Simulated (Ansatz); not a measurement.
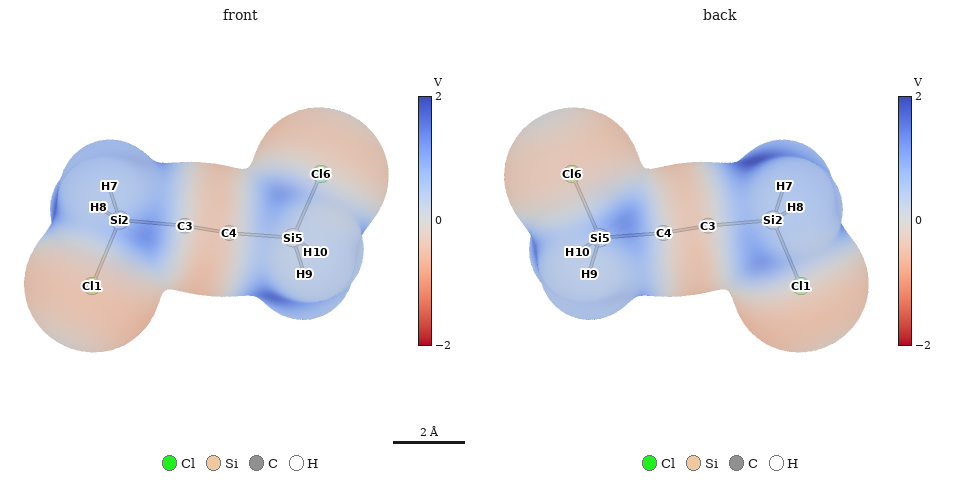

Figure 1: C$_{2}$H$_{4}$Cl$_{2}$Si$_{2}$ (SMILES Cl[SiH2]C#C[SiH2]Cl). The electrostatic potential painted on the density surface at 0.002 e/bohr³, seen from the front and from behind; the colour scale runs from red (negative) to blue (positive).

Method: SCF lc_wpbe, Gaussian basis (Ansatz 0.2.0).

Input file:

```
crystal:
  periodic: [false, false, false]
  atoms:
    - { symbol: Cl, position_ang: [-1.0001, -1.8736, 3.033] }
    - { symbol: Si, position_ang: [-1.8076, -1.1667, 1.2355] }
    - { symbol: C, position_ang: [-0.478, -0.2863, 0.2841] }
    - { symbol: C, position_ang: [0.504, 0.2862, -0.3084] }
    - { symbol: Si, position_ang: [1.7906, 1.1443, -1.2609] }
    - { symbol: Cl, position_ang: [1.0331, 1.8321, -3.0295] }
    - { symbol: H, position_ang: [-2.9031, -0.2439, 1.5481] }
    - { symbol: H, position_ang: [-2.2604, -2.3333, 0.4867] }
    - { symbol: H, position_ang: [2.9186, 0.2507, -1.5089] }
    - { symbol: H, position_ang: [2.2859, 2.3393, -0.4768] }
basis:
  gaussian:
    orbitals: def2-SVP
hamiltonian:
  xc: lc_wpbe
output:
  orbitals: {}
```

Run with:

```sh
python energy_c2h4cl2si2.py
```

Where is the surface potential most negative and most positive?

Answer. The most negative region (about −0.5 V) lies over Cl1, C3 and C4, the most positive (about +1.9 V) over Si2.
